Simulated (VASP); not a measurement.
Band structure of FeAl (relaxed from the NiAs type structure, space group P6_3/mmc). These are PBEsol GGA, VASP's PBE PAW potentials (set 64) (plane waves; VASP) values and carry that method's errors.

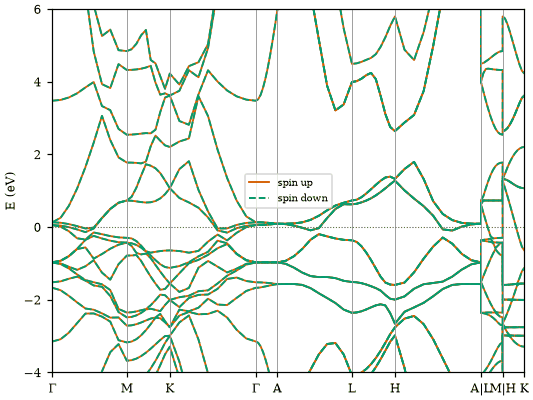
Figure. Bands along high-symmetry lines, zero at the valence-band maximum or, without a gap, the Fermi level

**Question.** Read the plot: is there a gap, and where are the band edges?

**Answer.** It has no gap at this level: it comes out as a metal or semimetal. (Edges off the drawn lines would not show.)

The structure was generated: FeAl was put into the NiAs type type (P6_3/mmc), which need not be its known phase. It was relaxed first, which changed the volume by -37 %.
